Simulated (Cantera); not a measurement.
Input: 1 mol Si, 0.65 mol Cl₂, 4.3 mol H₂, held at 0.500 bar.

Method: chemical equilibrium by Gibbs-energy minimisation in Cantera with the NASA 1993 tables (ideal gas, pure condensed phases). Candidate condensed phases: Si; 19 gas species. The tables' values for SiCl₃ are old estimates; treat these amounts as uncertain. The numbers say what is thermodynamically allowed, not how fast it happens.

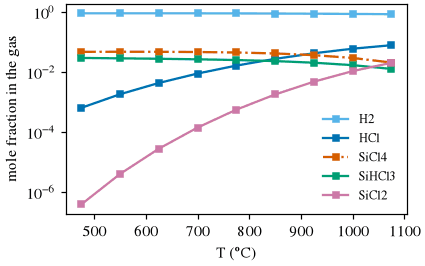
*Equilibrium gas composition (values under 1e-9 drawn at 1e-9)*

Question: Read off the mole fractions at 1000 °C.

Answer: H₂ about 0.87, HCl about 0.061, SiCl₄ about 0.030, SiHCl₃ about 0.017, SiCl₂ about 0.011.
